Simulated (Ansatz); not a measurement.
# Calculations on Si2H7F

## 1. Relaxation

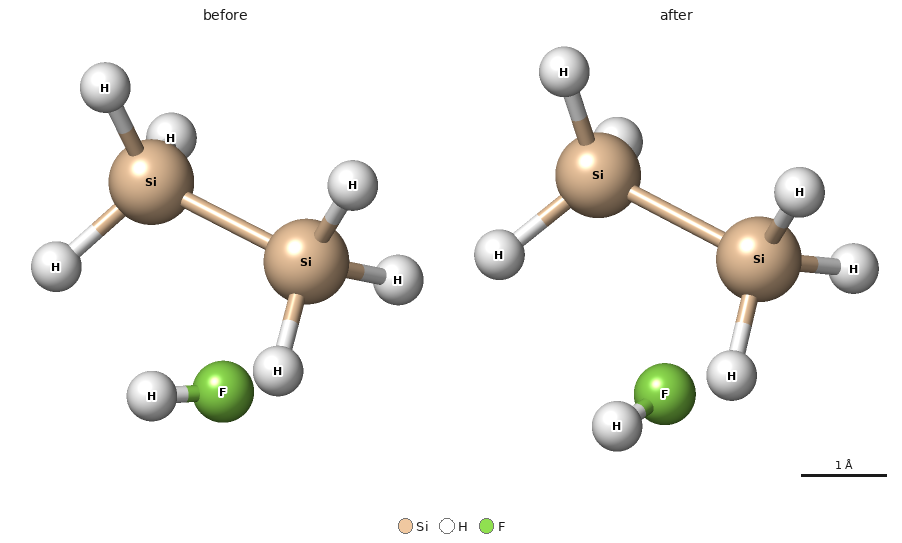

The structure of Si$_{2}$H$_{7}$F before (left) and after (right) a relaxation, at one scale.

Style: ball-and-stick. Shown at a tilt.

The run prepares an end point of a later path (reaction) calculation, from a guessed geometry.

All numbers below come from Ansatz, RKS PBE-D4/6-31G*. (no spin polarisation; force threshold 0.03 eV/Å; at most 50 steps)

What changed between the two?

Answer. An H atom moves most after the best rigid fit: 0.40 Å. By element the largest moves are H 0.40 Å, F 0.23 Å, Si 0.10 Å. Near-neighbour distances that change, for instance: Si–Si 2.258 → 2.355 Å, H–Si 1.513 → 1.505 Å, F–H 0.938 → 0.945 Å. After 11 accepted moves (13 points after the start) the energy has fallen by 8.98 kJ/mol. Largest force component: 1.2 eV/Å at the start, 0.00074 eV/Å at the end. The line search rejected the trial steps at points 7, 9 of the run. The forces were under the threshold at step 6, but the run went on from there. Cost: 24 s on 1 thread of Arm Neoverse V2, with other jobs on the host, peak memory 0.12 GiB.

## 2. Relaxation

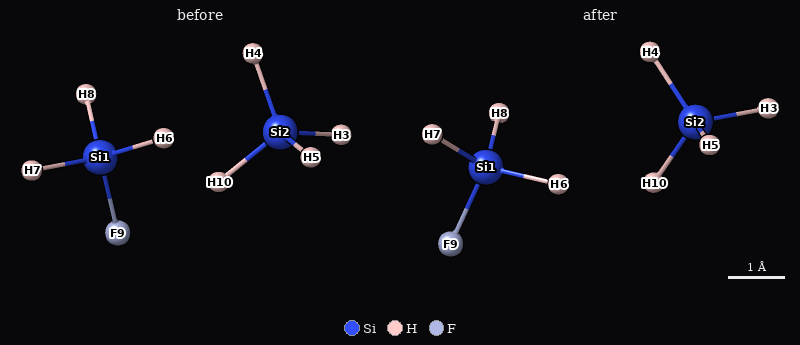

The structure of Si$_{2}$H$_{7}$F before (left) and after (right) a relaxation, at one scale.

A ball-and-stick model, seen at a tilt.

The run prepares an end point of a later path (reaction) calculation, from a guessed geometry.

The calculation used Ansatz 0.2.0, RKS PBE-D4/6-31G*.

Input
```yaml
crystal:
  periodic: [false, false, false]
  atoms:
    - { symbol: Si, position_ang: [-0.382744, 0.184904, -0.445025] }
    - { symbol: Si, position_ang: [-0.239979, -0.197309, 2.958692] }
    - { symbol: H, position_ang: [-0.753674, -0.699867, 4.276404] }
    - { symbol: H, position_ang: [0.870651, -1.094011, 2.496692] }
    - { symbol: H, position_ang: [0.292345, 1.194184, 3.13875] }
    - { symbol: H, position_ang: [0.602804, 0.903554, 0.432779] }
    - { symbol: H, position_ang: [-0.221386, 0.693664, -1.852152] }
    - { symbol: H, position_ang: [-0.11949, -1.29589, -0.411703] }
    - { symbol: F, position_ang: [-1.892102, 0.490214, 0.026002] }
    - { symbol: H, position_ang: [-1.332024, -0.179445, 1.967962] }
basis:
  gaussian: { orbitals: "6-31G*" }
hamiltonian:
  xc: pbe
  dispersion: d4
relax:
  f_tol: 0.03
  max_steps: 50
```

Launched with:
```bash
ansatz run input.yaml --threads 1 --pin off --max-ram 2048MiB --backend cpu --events-out ev --progress --plain --runs-dir out
```

Q: Describe what moved and what it gained.

A: Over 17 accepted moves (20 points after the start) the energy falls by 0.143 eV. Largest force component: 0.63 eV/Å at the start, 0.01 eV/Å at the end. The line search rejected the trial steps at points 2, 10, 16 of the run. The forces were under the threshold at step 6, but the run went on from there. The atom that moves furthest after the best rigid fit is F9 (1.27 Å). Largest moves by element: F 1.27 Å, H 0.84 Å, Si 0.35 Å. Near-neighbour distances that change, for instance: Si1–Si2 3.428 → 4.061 Å, Si2–H10 1.475 → 1.498 Å, Si1–F9 1.610 → 1.626 Å, Si1–H6 1.503 → 1.498 Å. The run took 33 s on 1 thread of Arm Neoverse V2, with other jobs on the host, peak memory 0.12 GiB.

## 3. Path

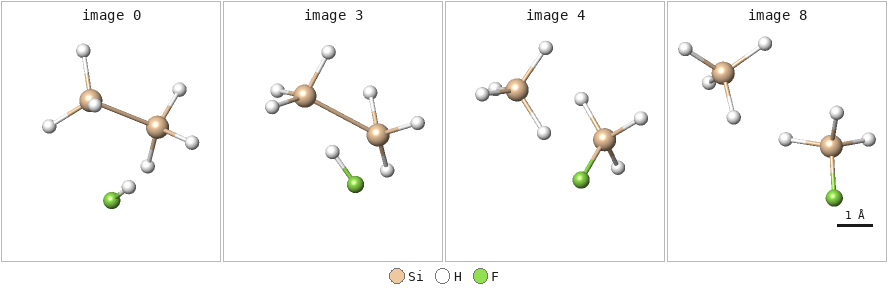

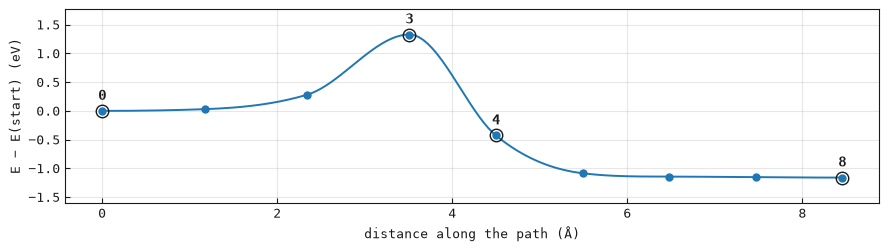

A nudged-elastic-band calculation for Si2H7F, made up at the start of Si₂H₆ and HF. Images are numbered from 0 (start) to 8 (end). The picture is a ball-and-stick view, seen at a tilt.

These are results of RKS PBE-D4/6-31G* (Ansatz), not measurements. Set-up: 7 movable images; climbing image; force threshold 0.05 eV/Å; iteration limit 60; starting path through a guess of the saddle point.

### What happens along the path, and what is the barrier?

Breaking: F–H (0.95 → 4.06 Å), Si–Si (2.35 → 4.06 Å). Forming: F–Si (3.06 → 1.63 Å), H–Si (3.08 → 1.50 Å). Forward barrier 1.33 eV, backward barrier 2.49 eV, with image 3 at the top; the reaction energy is −1.16 eV. The band converged in 20 iterations. The largest component of the band force went from 24 to 0.03 eV/Å. The climbing image converged on the top of the path. Its vibrational analysis gives one imaginary mode (906i cm⁻¹), as a transition state must have.

Limits of the set-up: the start holds two separate molecules, 2.6 Å apart at their closest, whose relative position is a soft coordinate.
